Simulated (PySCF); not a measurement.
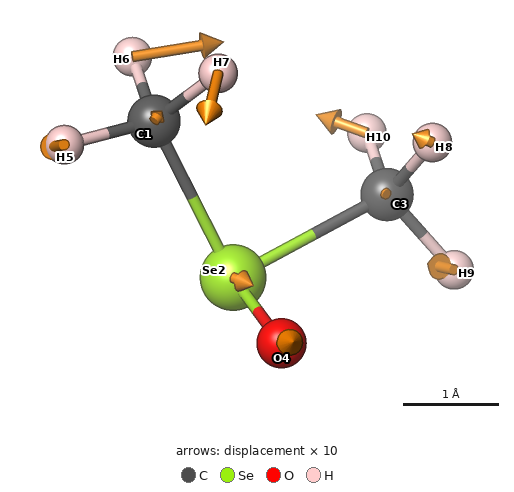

This is a relaxation of C$_{2}$H$_{6}$OSe. The starting structure is drawn; orange arrows show the displacements, magnified 10 times. The two geometries are superimposed by the best rigid fit.

Style: ball-and-stick. Shown at a tilt.

The start comes from GFN2-xTB. Its atoms were then displaced at random by about 0.01 Å.

Computed with PySCF 2.14.0, density-fitted response routines, PBE0-D3(BJ)/def2-SVP geometry optimisation, gas phase. 

> What happened in the run?

Over 6 geometry steps the energy falls by 8.34 kJ/mol. H6 moves most after the best rigid fit: 0.100 Å. By element the largest moves are H 0.100 Å, O 0.080 Å, Se 0.029 Å, C 0.016 Å. Some distances before and after: Se2–O4 1.593 → 1.639 Å, C3–H10 1.070 → 1.099 Å, C1–Se2 1.937 → 1.953 Å, Se2–C3 1.961 → 1.952 Å. Among the angles between lasting bonds that change: H8–C3–H9 106.6° → 109.6°, H5–C1–H6 108.3° → 110.5°, H6–C1–H7 109.5° → 111.6°.
